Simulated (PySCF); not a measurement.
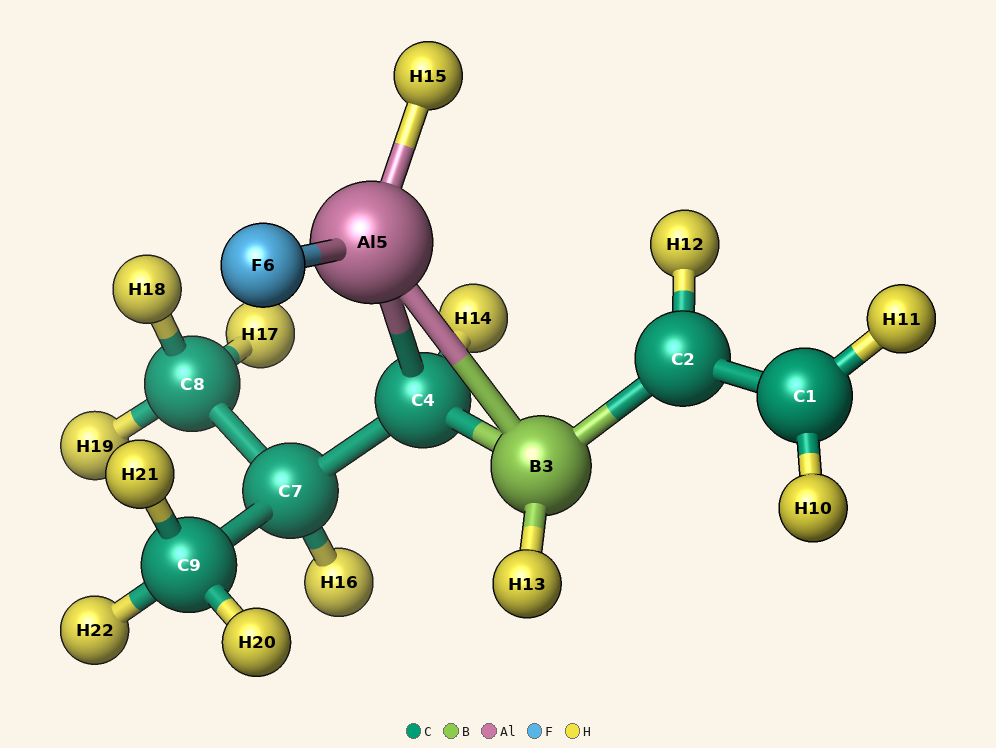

Computed geometry: GFN2-xTB optimisation. No frequency run is at hand to confirm it as a minimum. Electric field gradients from the ground-state density, PBE0/pcSseg-1 (PySCF 2.14.0), non-relativistic apart from any core potentials.

Give the largest field-gradient component, the quadrupole coupling constant and the asymmetry for 11B at B3 (Q = 40.59 mb), 27Al at Al5 (Q = 146.6 mb), 2H at H10 (Q = 2.86 mb), 2H at H11 (Q = 2.86 mb), 2H at H12 (Q = 2.86 mb), 2H at H13 (Q = 2.86 mb).

```
atom  V_zz (a.u.)  e²qQ/h (MHz)     η
  B3        0.480          4.58  0.09
 Al5        1.193          41.1  0.30
 H10        0.329         0.221  0.02
 H11        0.328         0.220  0.02
 H12        0.304         0.204  0.06
 H13        0.241         0.162  0.06
```

The geometry is semi-empirical. Around Al, B such bond lengths and angles can be off by a tenth of an ångström or more and by several degrees, and values that hang on the shape move with them.
